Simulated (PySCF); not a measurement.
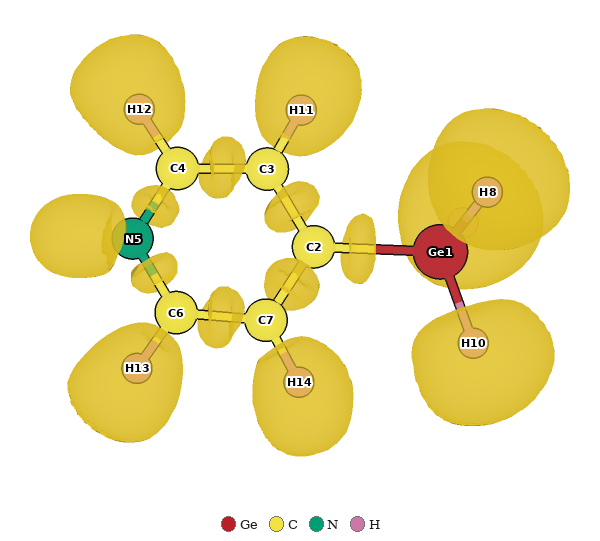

Figure. C$_{5}$H$_{7}$GeN (SMILES [GeH3][c]1ccncc1). Isosurface of the ELF at 0.8 (yellow), seen at a tilt. Only the valence region is drawn (cores and ρ < 0.01 e/Å³ removed).

Geometry: GFN2-xTB.

Computed with PBE0/def2-SVPD, SCF density, gas phase in PySCF.

Input

```
{"job": {"kind": "uv", "xc": "PBE0", "basis": "def2-SVPD", "nstates": 6, "ntriplets": 2}, "charge": 0, "multiplicity": 1}
Ge     2.297928     0.134912     0.081903
C      0.347519     0.012475     0.011625
C     -0.444164     1.151297     0.114272
C     -1.821800     1.020150     0.057133
N     -2.434702    -0.141992    -0.091792
C     -1.688166    -1.227999    -0.188845
C     -0.303136    -1.205405    -0.143466
H      2.750016     0.677493     1.398343
H      2.807212     1.061286    -0.974371
H      2.909610    -1.212223    -0.117441
H      0.012906     2.124340     0.235804
H     -2.470817     1.883750     0.132956
H     -2.229980    -2.157687    -0.311384
H      0.266893    -2.120872    -0.226905
```

Run with:

```sh
OMP_NUM_THREADS=1 python probes_run.py task.json out
```

Identify the bonds, lone pairs and shells in this picture.

Answer. The surface consists of four regions between bonded C–C atoms (shared pairs), two regions between bonded C–N atoms (shared pairs), seven regions around hydrogen nuclei, one lobe of the valence shell of C pointing towards Ge (polar bonds) and one lobe on N, pointing away from the bonds (lone pairs). Along the contacts the grid gives the following. C–N (1.32 Å): the ELF peaks at about 0.90 between the atoms; a covalent bond. C–C (1.39 Å): the ELF peaks at about 0.95 between the atoms; localised, covalent bonding.
